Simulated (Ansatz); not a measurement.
# BSiHO (triplet): correlated methods under varied settings

What do other methods and options give for BSiHO (triplet) at this geometry, and how long do they take?

Method: the settings change from run to run; program: Ansatz 0.2.0, Gaussian basis.

27 further runs of the same task are left out: 9 that didn't finish, 18 set aside as unsound or not needed.

**1. The geometry**

The geometry is a PBE0/def2-TZVP stationary point (not a proven minimum).

4 atoms, charge 0, spin multiplicity 3.

Atoms are counted from 1 here; the program's logs count them from 0.

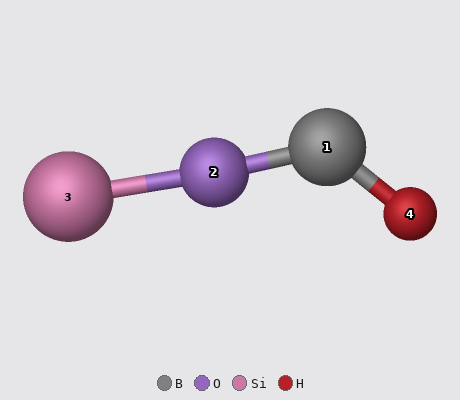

The geometry (boron grey, oxygen purple, silicon pink, hydrogen red); atoms are numbered from 1 in the order of the file.

**2. MP2 on ROHF/cc-pVDZ**

File in.yaml:

```yaml
crystal:
  periodic: [false, false, false]
  atoms:
    - {symbol: B, position_ang: [0.000012, -0.289616, 0.856663]}
    - {symbol: O, position_ang: [-0.000018, -0.171632, -0.439229]}
    - {symbol: Si, position_ang: [0.000003, -0.114843, -2.099559]}
    - {symbol: H, position_ang: [0.000004, 0.576091, 1.682126]}
basis:
  gaussian: {orbitals: cc-pVDZ, fitting: {mean_field: def2-universal-jkfit}}
magnetization: {spin_polarized: false, initial_magnetization: 2}
correlation: {method: mp2, electrons: outside_noble_gas}
output: {forces: true}
```

On the command line:

```bash
> ansatz run in.yaml --threads 1 --pin off --events-out ev --progress --plain --max-ram 2393MiB
```

The program printed:

```text
Functional definition: HF
  name "HF"
  cite "Fock, Z. Phys. 61, 126 (1930) doi:10.1007/BF01340294"
  parent pbe
  exchange = exact_x
  correlation = 0
298 factors; integrals over basis functions are off by at most 2.6e-1 eV
mean field evaluation 1: about -10583.2063 eV, gradient 2.8e1 eV
mean field evaluation 2: about -10584.6182 eV, gradient 2.0e1 eV
mean field evaluation 4: about -10585.5583 eV, gradient 7.2e-1 eV
mean field evaluation 8: about -10585.4294 eV, gradient 1.6e0 eV
mean field evaluation 16: about -10585.3180 eV, gradient 2.0e-6 eV
mean field -10585.56295965 eV, -389.0122636149 hartree, gradient 1.8e-6 eV, S^2 2.000000; 6 other end points of the search recorded, 0 dependent functions left out
mean field evaluation 32: about -10585.7232 eV, gradient 3.2e-1 eV
mean field evaluation 64: about -10585.2164 eV, gradient 5.7e0 eV
7 core orbitals not correlated: weight in the atoms' cores, before any rotation towards them, 1.000 or more for the frozen orbitals, at most 0.000 for the correlated occupied ones
reference -10585.56295965 eV, -389.0122636149 hartree; 8, 6 occupied and 36, 38 virtual orbitals, 298 factors
second order -8.29072980 eV of doubles, -0.08955684 eV of singles
the calculation of the forces begins
Total energy: -10593.94324629 eV, -389.3202334684 hartree
Atom 0 at     0.000012    -0.289616     0.856663 Å, force     0.000040    -0.733631     1.658275 eV/Å
Atom 1 at    -0.000018    -0.171632    -0.439229 Å, force    -0.000032     0.308486    -0.296497 eV/Å
Atom 2 at     0.000003    -0.114843    -2.099559 Å, force     0.000003     0.049732    -1.414014 eV/Å
Atom 3 at     0.000004     0.576091     1.682126 Å, force    -0.000012     0.375413     0.052236 eV/Å
Dipole moment:    -0.000000     0.093258    -0.183152 e Å
```

Wall time 2.6 s (1 thread of Arm Neoverse N1, shared host).

**3. BCCD/cc-pVDZ**

File in.yaml:

```yaml
crystal:
  periodic: [false, false, false]
  atoms:
    - {symbol: B, position_ang: [0.000012, -0.289616, 0.856663]}
    - {symbol: O, position_ang: [-0.000018, -0.171632, -0.439229]}
    - {symbol: Si, position_ang: [0.000003, -0.114843, -2.099559]}
    - {symbol: H, position_ang: [0.000004, 0.576091, 1.682126]}
basis:
  gaussian: {orbitals: cc-pVDZ}
magnetization: {spin_polarized: true, initial_magnetization: 2}
hamiltonian: {xc: {name: PBE}}
correlation: {method: bccd, electrons: valence}
```

Launched as before.

The program printed, cut to the lines that bear on the results:

```text
Functional definition: PBE
  name "PBE"
  cite "Perdew, Burke & Ernzerhof, Phys. Rev. Lett. 77, 3865 (1996) doi:10.1103/PhysRevLett.77.3865"
  parent pbe
[...]
487 factors; integrals over basis functions are off by at most 9.0e-4 eV
[...]
mean field -10607.85339060 eV, -389.8314218432 hartree, gradient 4.9e-6 eV, S^2 2.015024; 4 other end points of the search recorded, 0 dependent functions left out
7 core orbitals not correlated: weight in the atoms' cores, before any rotation towards them, 1.000 or more for the frozen orbitals, at most 0.000 for the correlated occupied ones
reference -10584.36116024 eV, -388.9680983011 hartree; 8, 6 occupied and 36, 38 virtual orbitals, 487 factors
second order -9.48706034 eV of doubles, -0.57454214 eV of singles
cycle   1  -9.70435323 eV  change    3.1e-1 eV  update   1.1e-1
[...]
cycle  14  -10.23927753 eV  change    4.7e-6 eV  update   9.6e-6
WARN: these amplitudes may be one of several solutions (largest doubles amplitude 0.09, level shift 0.15 eV)
Total energy: -10594.60043777 eV, -389.3443848098 hartree
```

It took 7.5 s on 1 thread of Arm Neoverse N1, shared host.

From the report: ⟨S²⟩ of the determinant 2.015 (pure triplet: 2.00); correlation -10.2393 eV; largest double amplitude 0.09. The report flags that the cluster equations may have other roots.

**4. MP2 on ROHF/cc-pVDZ**

Changes to in.yaml since step 3:

```diff
@@ -9,4 +9,3 @@
   gaussian: {orbitals: cc-pVDZ}
-magnetization: {spin_polarized: true, initial_magnetization: 2}
-hamiltonian: {xc: {name: PBE}}
-correlation: {method: bccd, electrons: valence}
+magnetization: {spin_polarized: false, initial_magnetization: 2}
+correlation: {method: mp2, electrons: all}
```

The command is unchanged.

The program printed:

```text
Functional definition: HF
  name "HF"
  cite "Fock, Z. Phys. 61, 126 (1930) doi:10.1007/BF01340294"
  parent pbe
  exchange = exact_x
  correlation = 0
487 factors; integrals over basis functions are off by at most 9.0e-4 eV
mean field evaluation 1: about -10583.1277 eV, gradient 2.8e1 eV
mean field evaluation 2: about -10583.1987 eV, gradient 2.8e1 eV
mean field evaluation 4: about -10585.4766 eV, gradient 3.2e0 eV
mean field evaluation 8: about -10585.5624 eV, gradient 2.4e-1 eV
mean field evaluation 16: about -10585.0100 eV, gradient 4.8e0 eV
mean field evaluation 32: about -10585.3190 eV, gradient 3.7e-5 eV
mean field -10585.56384234 eV, -389.0122960529 hartree, gradient 1.8e-6 eV, S^2 2.000000; 6 other end points of the search recorded, 0 dependent functions left out
mean field evaluation 64: about -10585.7158 eV, gradient 3.1e-1 eV
mean field evaluation 96: about -10585.4824 eV, gradient 1.0e-4 eV
reference -10585.56384234 eV, -389.0122960529 hartree; 15, 13 occupied and 36, 38 virtual orbitals, 487 factors
second order -8.58628002 eV of doubles, -0.08987027 eV of singles
Total energy: -10594.23999263 eV, -389.3311386953 hartree
```

Wall time 2.8 s (1 thread of Arm Neoverse N1, shared host).

**5. CCSD(T) on ROHF/cc-pVDZ**

Changes to in.yaml since step 4:

```diff
@@ -10,2 +10,4 @@
 magnetization: {spin_polarized: false, initial_magnetization: 2}
-correlation: {method: mp2, electrons: all}
+correlation: {method: ccsd_t, electrons: outside_noble_gas}
+accuracy: high
+scf: {omitted_lower_state_checks: [cluster_reference]}
```

Launched as before.

The program printed, cut to the lines that bear on the results:

```text
Functional definition: HF
  name "HF"
  cite "Fock, Z. Phys. 61, 126 (1930) doi:10.1007/BF01340294"
  parent pbe
[...]
1035 factors; integrals over basis functions are off by at most 3.6e-9 eV
[...]
mean field -10585.56394390 eV, -389.0122997853 hartree, gradient 2.3e-8 eV, S^2 2.000000; 5 other end points of the search recorded, 0 dependent functions left out
7 core orbitals not correlated: weight in the atoms' cores, before any rotation towards them, 1.000 or more for the frozen orbitals, at most 0.000 for the correlated occupied ones
reference -10585.56394390 eV, -389.0122997853 hartree; 8, 6 occupied and 36, 38 virtual orbitals, 1035 factors
second order -8.29193391 eV of doubles, -0.08955950 eV of singles
cycle   1  -8.68496571 eV  change   -3.0e-1 eV  update   1.1e-1
[...]
cycle  33  -9.17634951 eV  change    1.0e-9 eV  update   1.1e-9
perturbative correction -0.28976095 eV, -0.0106485185 hartree
Total energy: -10595.03005435 eV, -389.3601729282 hartree
Checks for a lower state left out: cluster_reference
```

Run time: 10 s. Hardware: 1 thread of Arm Neoverse N1, shared host.

From the report: correlation -9.4661 eV; T1 0.039; largest double amplitude 0.10.

**6. MRCISD+Q(relaxed)(2,7)/STO-3G**

Changes to in.yaml since step 5:

```diff
@@ -8,6 +8,4 @@
 basis:
-  gaussian: {orbitals: cc-pVDZ}
+  gaussian: {orbitals: STO-3G, point_charges: [{charge: -1.00, position_ang: [2.866, -0.180, -0.721]}]}
 magnetization: {spin_polarized: false, initial_magnetization: 2}
-correlation: {method: ccsd_t, electrons: outside_noble_gas}
-accuracy: high
-scf: {omitted_lower_state_checks: [cluster_reference]}
+correlation: {method: fic_mrcisd_q_relaxed, electrons: outside_noble_gas, active_space: {window: {electrons: 2, orbitals: 7}}}
```

The command is unchanged.

The program printed, cut to the lines that bear on the results:

```text
Functional definition: HF
  name "HF"
  cite "Fock, Z. Phys. 61, 126 (1930) doi:10.1007/BF01340294"
  parent pbe
[...]
243 factors; integrals over basis functions are off by at most 3.8e-5 eV
[...]
mean field -10458.03034112 eV, -384.3255263285 hartree, gradient 2.0e-6 eV, S^2 2.000000; 4 other end points of the search recorded, 0 dependent functions left out
reference -10458.03034112 eV, -384.3255263285 hartree; 15, 13 occupied and 5, 7 virtual orbitals, 243 factors
state -10458.05664619 eV, -384.3264930222 hartree
contracted CI cycle   1: correlation 0.00000000 eV, 0.0000000000 hartree, residual 1.28e1 eV
contracted CI cycle   2: correlation -2.83756363 eV, -0.1042785402 hartree, residual 3.36e0 eV
contracted CI cycle   3: correlation -3.18424211 eV, -0.1170187392 hartree, residual 1.21e0 eV
contracted CI cycle   4: correlation -3.23205978 eV, -0.1187760060 hartree, residual 4.16e-1 eV
contracted CI cycle   5: correlation -3.23741828 eV, -0.1189729275 hartree, residual 2.10e-1 eV
contracted CI cycle   6: correlation -3.23899968 eV, -0.1190310429 hartree, residual 8.98e-2 eV
contracted CI cycle   7: correlation -3.23928208 eV, -0.1190414207 hartree, residual 3.78e-2 eV
contracted CI cycle   8: correlation -3.23932233 eV, -0.1190428998 hartree, residual 1.52e-2 eV
contracted CI cycle   9: correlation -3.23932961 eV, -0.1190431675 hartree, residual 6.09e-3 eV
contracted CI cycle  10: correlation -3.23933068 eV, -0.1190432067 hartree, residual 2.10e-3 eV
contracted CI cycle  11: correlation -3.23933083 eV, -0.1190432122 hartree, residual 9.20e-4 eV
state -10458.05664619 eV, -384.3264930222 hartree; corrected -10461.59806937 eV, -384.4566379236 hartree
Total energy: -10461.59806937 eV, -384.4566379236 hartree
```

Run time: 1.1 s. Hardware: 1 thread of Arm Neoverse N1, shared host.

From the report: 49 determinants; active occupations 0.99, 0.99, 0.01, 0.01, 0.00, 0.00, 0.00.

**7. BCCD(T) on ROHF/cc-pVDZ**

File in.yaml:

```yaml
crystal:
  periodic: [false, false, false]
  atoms:
    - {symbol: B, position_ang: [0.000012, -0.289616, 0.856663]}
    - {symbol: O, position_ang: [-0.000018, -0.171632, -0.439229]}
    - {symbol: Si, position_ang: [0.000003, -0.114843, -2.099559]}
    - {symbol: H, position_ang: [0.000004, 0.576091, 1.682126]}
basis:
  gaussian: {orbitals: cc-pVDZ}
magnetization: {spin_polarized: false, initial_magnetization: 2}
correlation: {method: bccd_t, electrons: valence, diis_vectors: 12}
accuracy: high
```

Same command.

The program printed, cut to the lines that bear on the results:

```text
Functional definition: HF
  name "HF"
  cite "Fock, Z. Phys. 61, 126 (1930) doi:10.1007/BF01340294"
  parent pbe
[...]
1035 factors; integrals over basis functions are off by at most 3.6e-9 eV
[...]
mean field -10585.56394390 eV, -389.0122997853 hartree, gradient 2.3e-8 eV, S^2 2.000000; 7 other end points of the search recorded, 0 dependent functions left out
[...]
determinant -10585.56394390 eV, -389.0122997853 hartree, with singles and doubles -10594.73464877 eV, -389.3493169733 hartree
determinant -10585.31907756 eV, -389.0033011132 hartree, with singles and doubles -10594.31112949 eV, -389.3337529266 hartree
determinant -10582.99712348 eV, -388.9179708747 hartree, with singles and doubles -10592.26101290 eV, -389.2584125318 hartree
determinant -10585.56394390 eV, -389.0122997853 hartree, with singles and doubles -10594.74029125 eV, -389.3495243306 hartree
determinant -10585.31907756 eV, -389.0033011132 hartree, with singles and doubles -10594.31153934 eV, -389.3337679886 hartree
[...]
7 core orbitals not correlated: weight in the atoms' cores, before any rotation towards them, 1.000 or more for the frozen orbitals, at most 0.000 for the correlated occupied ones
reference -10585.56394390 eV, -389.0122997853 hartree; 8, 6 occupied and 36, 38 virtual orbitals, 1035 factors
second order -8.29193391 eV of doubles, -0.08955950 eV of singles
cycle   1  -9.14216259 eV  change    3.4e-2 eV  update   2.0e-2
[...]
cycle  27  -9.14541900 eV  change   3.4e-10 eV  update   1.6e-9
perturbative correction -0.32925625 eV, -0.0120999439 hartree
Total energy: -10595.03861914 eV, -389.3604876784 hartree
```

It took 30 s on 1 thread of Arm Neoverse N1, shared host; peak memory 0.29 GiB.

From the report: correlation -9.4747 eV; largest double amplitude 0.09.

**8. The runs in one table**

Where basis and cores are those of an earlier UCCSDT(Q)/cc-pVDZ run (-10595.1014 eV), and the state is the same kind, the miss against it is given. † marks a result that the program doubts.

```csv
level,correlated,functions,energy (eV),from UCCSDT(Q) (meV),time
MP2 on ROHF/cc-pVDZ,outside noble gas,51,-10593.9432,1158.2,2.6 s
BCCD/cc-pVDZ (on PBE orbitals) †,valence,51,-10594.6004,501.0,7.5 s
MP2 on ROHF/cc-pVDZ,all,51,-10594.2400,,2.8 s
CCSD(T) on ROHF/cc-pVDZ,outside noble gas,51,-10595.0301,71.3,10 s
"MRCISD+Q(relaxed)(2,7)/STO-3G (beside a point charge)",outside noble gas,20,-10461.5981,,1.1 s
BCCD(T) on ROHF/cc-pVDZ,valence,51,-10595.0386,62.8,30 s
```

**9. What came out**

| quantity | value |
| --- | --- |
| runs | 6 |
| quickest | MRCISD+Q(relaxed)(2,7)/STO-3G (beside a point charge), 1.1 s |
| slowest | BCCD(T) on ROHF/cc-pVDZ, 30 s |

**Reading.** Total energies in different bases, with other cores or another treatment of relativity can't be set against each other. BCCD(T) on ROHF/cc-pVDZ took 28 times as long as MRCISD+Q(relaxed)(2,7)/STO-3G (beside a point charge); the jobs differ in more than the method. Among the correlated runs with a miss given, it spans +63 to +1158 meV. Cores frozen from Kohn-Sham orbitals shift the total energy.
